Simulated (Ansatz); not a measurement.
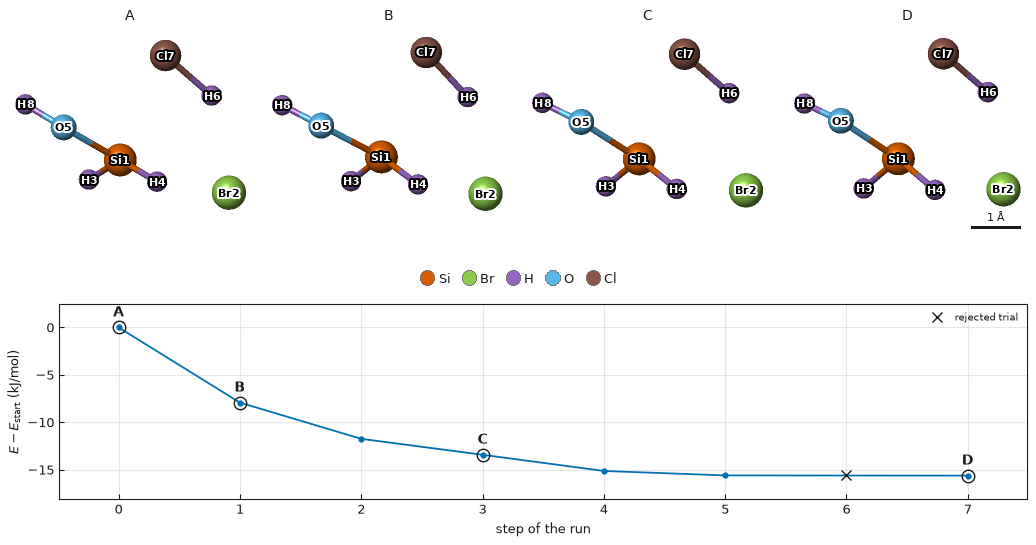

Frames of a constrained relaxation of SiH4OBrCl, marked on the history of the run. The picture is a ball-and-stick view, seen at a tilt.

The reaction that was planned forms Si1–Cl7, Br2–H6 and breaks Si1–Br2, H6–Cl7 (atoms numbered from 1 in input order).

Computed with RKS PBE0-D4/def2-SVP in Ansatz. (held fixed: the distance between atoms 1 (Si) and 7 (Cl), the distance between atoms 2 (Br) and 6 (H), the distance between atoms 1 (Si) and 2 (Br), the distance between atoms 6 (H) and 7 (Cl), counting from 1; force threshold 0.04 eV/Å; at most 150 steps)

Q: Describe the path.

A: Over 6 accepted moves (7 points after the start) the energy falls by 15.6 kJ/mol. The largest force component goes from 0.91 to 0.0059 eV/Å. The line search rejected the trial step at point 6 of the run. The atom that moves furthest after the best rigid fit is H3 (0.23 Å). By element the largest moves are H 0.23 Å, O 0.14 Å, Br 0.12 Å, Cl 0.10 Å, Si 0.06 Å. Some distances before and after: Si1–O5 1.623 → 1.664 Å, Si1–H3 1.450 → 1.481 Å, Si1–H4 1.442 → 1.472 Å, O5–H8 0.954 → 0.963 Å. Among the angles between lasting bonds that change: H3–Si1–H4 145.4° → 129.9°, Si1–O5–H8 129.5° → 117.3°, H4–Si1–O5 93.2° → 100.3°. From step 0 to 1: Si and Br atoms move most (0.09 Å), energy −7.92 kJ/mol. From step 1 to 3: H3 moves most (0.14 Å), energy −5.50 kJ/mol. From step 3 to 7: H8 moves most (0.12 Å), energy −2.20 kJ/mol.
